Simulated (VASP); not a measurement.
Band structure of CaC2 (space group P-1). Level of theory: LDA (Ceperley-Alder, Perdew-Zunger), VASP's LDA PAW potentials (set 64) (plane waves; VASP).

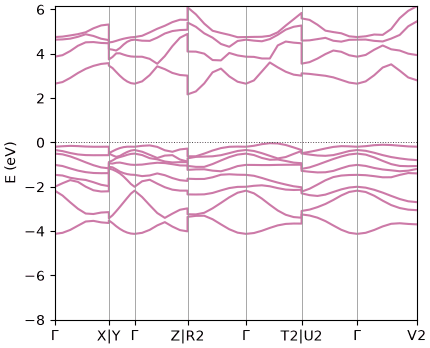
Figure: Bands along high-symmetry lines, zero at the valence-band maximum or, without a gap, the Fermi level

Read the plot: is there a gap, and where are the band edges?

The gap is indirect, 2.17 eV, from the valence maximum at (-0.14, 0.17, 0.33) to the conduction minimum at R2.

The structure comes from a computed database's CaC2 entry; how it stands against other phases isn't given here. The cell was not relaxed at this level.
